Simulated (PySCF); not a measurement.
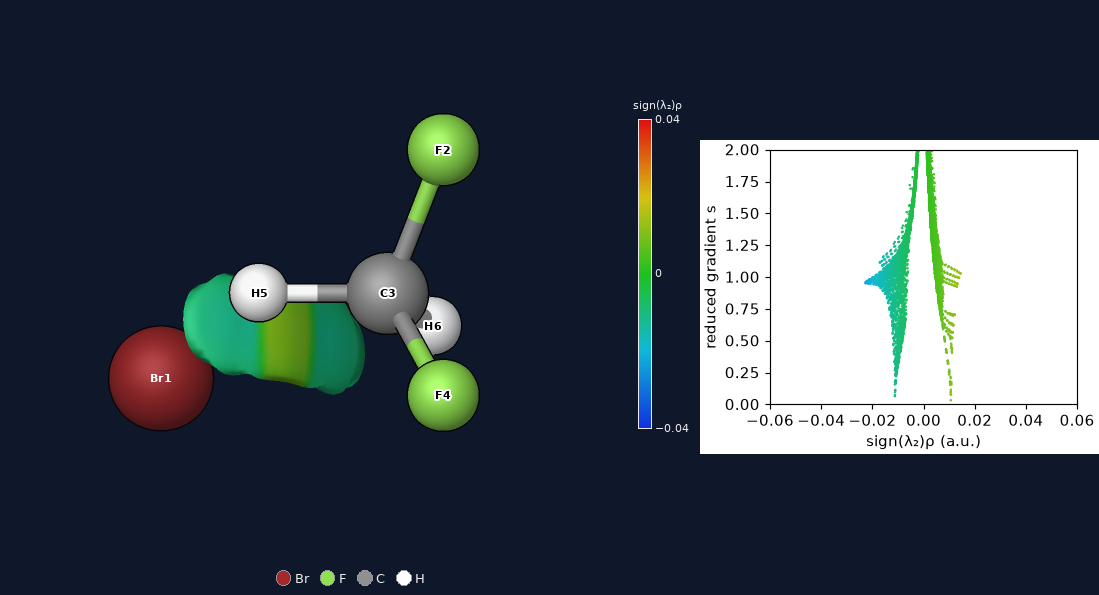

*CH2BrF2, charge −1, SMILES `[Br-].FCF`. Non-covalent interaction surfaces between the fragments (reduced density gradient s = 0.5, coloured by sign(λ₂)ρ in a.u.; trimmed to the region between the fragments where ρ is under 0.06 a.u.). Fragment A: Br(−1) (atom 1); fragment B: H2CF2. The plot gives s against sign(λ₂)ρ for grid points between the fragments.*

Computed with PySCF, HF/def2-SVPD, geometry: GFN2-xTB. GFN2-xTB bond lengths at metals and heavier atoms can be off by up to 0.1 Å and shapes distorted, which carries into these values.

Q: Which interactions hold the two fragments together?

A: Bond critical points between the fragments: Br1···H5, weak C–H hydrogen bond, 2.85 Å, ρ = 0.011 a.u.; Br1···H6, weak C–H hydrogen bond, 2.85 Å, ρ = 0.011 a.u. All are weak and appear green, as weak hydrogen bonds do. Several contacts close a ring, whose ring point adds a part with positive λ₂ between them. The pose is a local one from a semi-empirical search, not shown to be the most stable. With a charged fragment, long-range electrostatics, which these surfaces don't show, weighs heavily in the interaction energy.

Q: How strongly are they bound?

A: The counterpoise-corrected interaction energy of the frozen fragments is −8.2 kcal/mol without dispersion correction and −11.0 kcal/mol with D3(BJ). The pair geometry is semi-empirical, not a minimum at this level.

Cost of the run: 4.5 s on 1 thread of Arm Neoverse V1, with other jobs on the host, peak memory 0.24 GiB.
